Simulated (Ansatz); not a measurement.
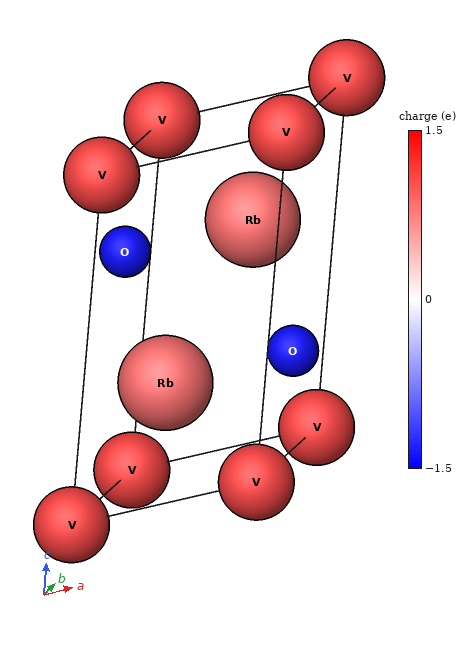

The crystal in a spheres-only representation, seen slightly off an axis. The edges of the simulation cell are marked. The atoms of this Rb2VO2 cell are coloured by their Bader charge.

Level of theory and settings: DFT, PAW plane waves, r2SCAN, spin-orbit in Ansatz 0.2.0, E_cut = 500 eV, Brillouin-zone sampling on a 5×5×5 mesh, Gaussian smearing of 0.082 eV, spinor wavefunctions. The state is ferromagnetic.

### What do the colours say about charge transfer?

Most positive: V; most negative: O. Charges: about Rb +0.8 e; V +1.0 e; O -1.3 e.

The structure is a generated cell, made by putting these elements into a known structure type (the compound may or may not exist in this form); no relaxation was done. It went into a calculation with Ansatz.

At this level of theory the cell isn't at rest (forces up to 2.3 eV/Å), so its distances can differ from those at equilibrium, the more so the softer the solid, and its magnetic state may change on relaxation.
